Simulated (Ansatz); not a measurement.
## Electronic structure of ClH$_{5}$OSi$_{2}$ in real space

The calculation's input:

```
crystal:
  periodic: [false, false, false]
  atoms:
    - { symbol: Si, position_ang: [0.0, 0.0, 0.0] }
    - { symbol: Cl, position_ang: [0.0, 0.0, 2.13] }
    - { symbol: O, position_ang: [1.5842, 0.0, -0.5594] }
    - { symbol: H, position_ang: [1.9006, -0.9521, -0.6761] }
    - { symbol: H, position_ang: [-0.6877, 1.1914, -0.4862] }
    - { symbol: Si, position_ang: [-1.0456, -1.8115, -0.7393] }
    - { symbol: H, position_ang: [-1.7029, -2.4846, 0.3772] }
    - { symbol: H, position_ang: [-2.0454, -1.4265, -1.7311] }
    - { symbol: H, position_ang: [-0.0777, -2.7173, -1.3511] }
basis:
  gaussian: { orbitals: def2-SVP }
hamiltonian:
  xc: pbe
  dispersion: d4
relax:
  f_tol: 0.02
  max_steps: 40
output:
  orbitals: {}
```

Run with:

```sh
ansatz run input.yaml --threads 2 --pin off --max-ram 3072MiB --backend cpu --events-out ev --progress --plain --runs-dir out
```

The fields are those of the run's last geometry, not of the input's.

All numbers below come from RKS PBE-D4/def2-SVP in Ansatz.

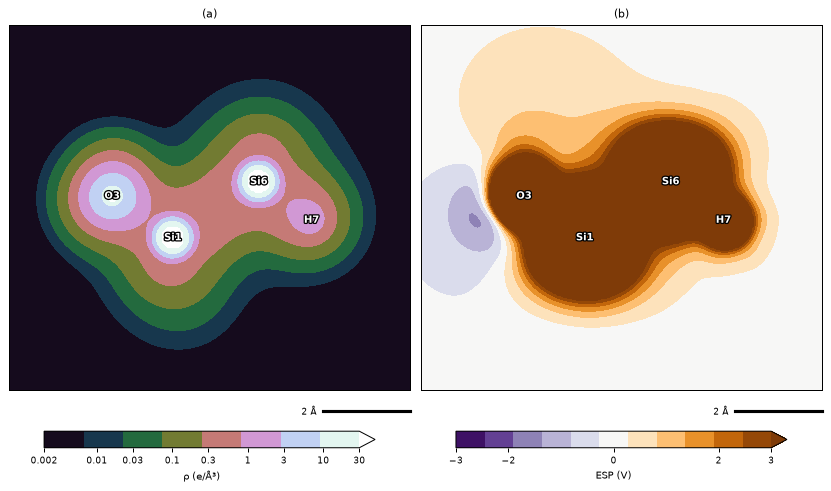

Figure 1. (a) total electron density; (b) molecular electrostatic potential on the plane of atoms Si1, Si6 and H7.

Q: Read the bonding off the picture.

A:
- The plane passes through Si, O and H nuclei.
- Si–O (1.68 Å): ρ at the midpoint is about 1 e/Å³.
- Si–Si (2.35 Å): ρ is about 0.64 e/Å³ halfway.
- Si–H (1.50 Å): ρ is about 0.74 e/Å³ halfway.
- Outside the dense part of the molecule the potential is most negative (−1.4 V) near O3.

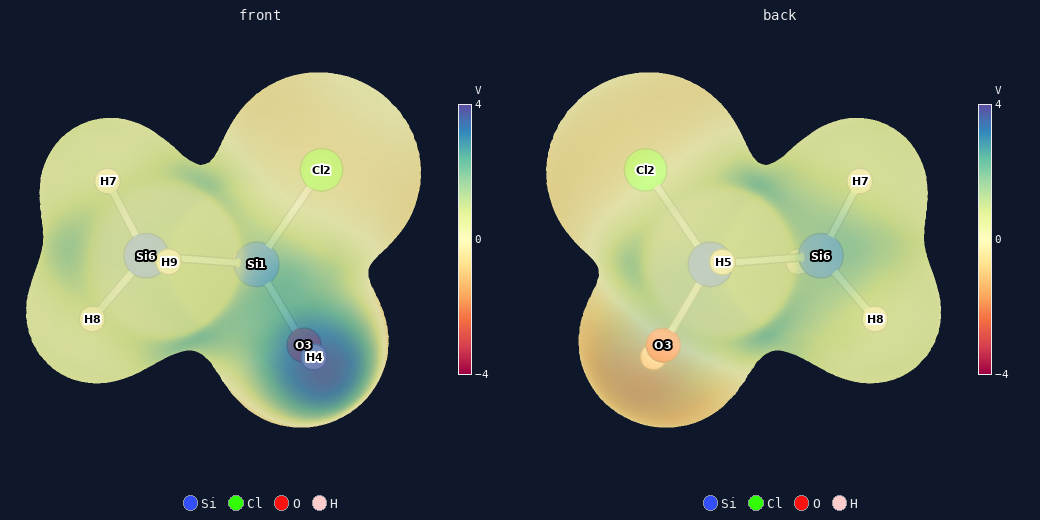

Figure 2. The molecular electrostatic potential painted on the density surface at 0.004 e/bohr³, seen from the front and from behind; the colour scale runs from red (negative) to blue (positive).

Q: Where is the surface potential most negative and most positive?

A: The most negative region (about −1.3 V) lies over O3, the most positive (about +3.5 V) over H4. O3 is the likeliest acceptor of a hydrogen bond.

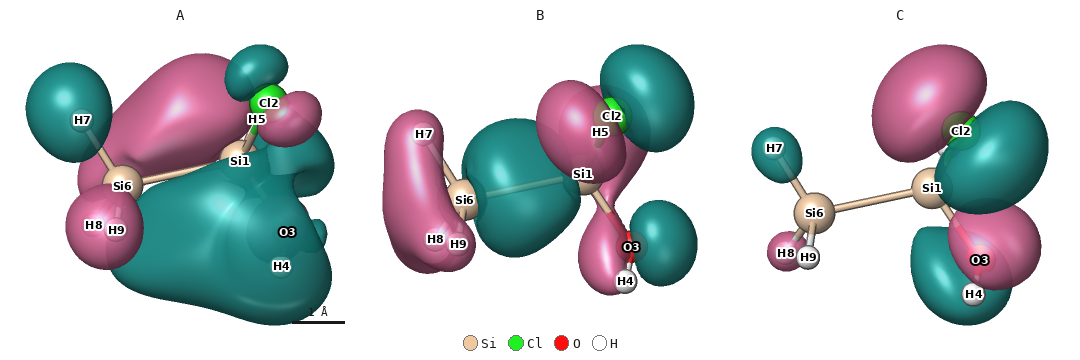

Figure 3. Three frontier orbitals at ±0.08 Å⁻³ᐟ² (teal and pink are the two phases), in no order.

Q: Which picture is the HOMO−1, the HOMO and the LUMO?

A: C is the HOMO−1 (−7.51 eV). By Hirshfeld shares it lies mainly on Cl2 (about 60 %) and O3 (about 30 %). B is the HOMO (−6.73 eV). Its weight (Hirshfeld) is mainly on Cl2 (about 25 %), Si6 (about 25 %), Si1 (about 20 %), O3 (about 15 %) and H5 (about 5 %). A is the LUMO (−1.08 eV). By Hirshfeld shares it lies mainly on Si1 (about 30 %), Si6 (about 25 %), O3 (about 10 %), H4 (about 10 %) and H7 (about 5 %).

Q: What is the HOMO–LUMO gap?

A: 5.65 eV between the orbital energies.
